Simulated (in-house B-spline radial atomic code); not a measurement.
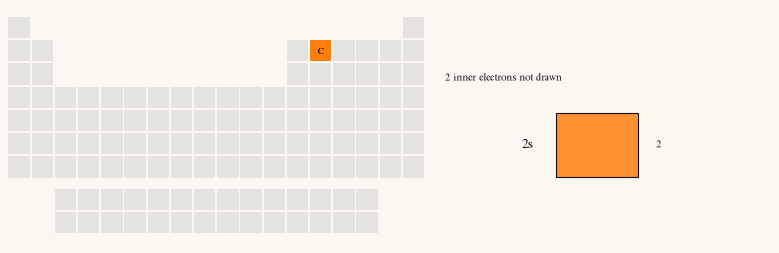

Figure 1. Left, the place of carbon in the periodic table; right, the outer shells of the closed core: a box for each of the 2l + 1 orbitals, shaded by the share of the shell that is filled, with the electron count at the right.

## Run report: C²⁺, many-body perturbation calculation

C²⁺, core [He] 2s2. Computed at this level: relativistic RPA (time-dependent Dirac-Hartree-Fock) and second-order many-body perturbation theory, no-pair Dirac-Coulomb, closed shell, B-spline basis (in-house B-spline radial atomic code).

**Summary**

| quantity | value |
| --- | --- |
| outcome | converged |
| hardware | 1 CPU thread, shared host |

**Remarks**

Limits: RPA puts the weak triplet-like excitations of an outer s2 shell too low.

**Input**
```
basis_form = 2
Z = 6
core_configuration = [He] 2s2
rms_radius = 2.4702
mass_number = 12
speed_of_light = 137.035999084
box_radius = 18.686
lmax = 7
intervals = 66
virtual_cutoff = 2000.0
```

Launched within a batch (the task file carries these settings):
```bash
python <driver script> task.json out
```

The program writes its results to a structured record and prints no log; tables and figures of this report are taken from that record.

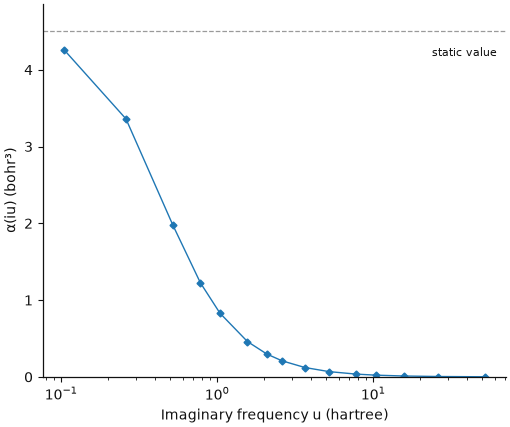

Figure 2. Dipole polarisability at imaginary frequency of C²⁺, [He] 2s². Relativistic RPA on Dirac–Hartree–Fock, no-pair Dirac–Coulomb, finite nucleus, computed with a B-spline radial code. The static dipole polarisability is 4.50 bohr³; α(iu) falls to half of it near u = 0.45 hartree. The Casimir–Polder integral gives C₆ = 7.09 hartree bohr⁶ for two such species.
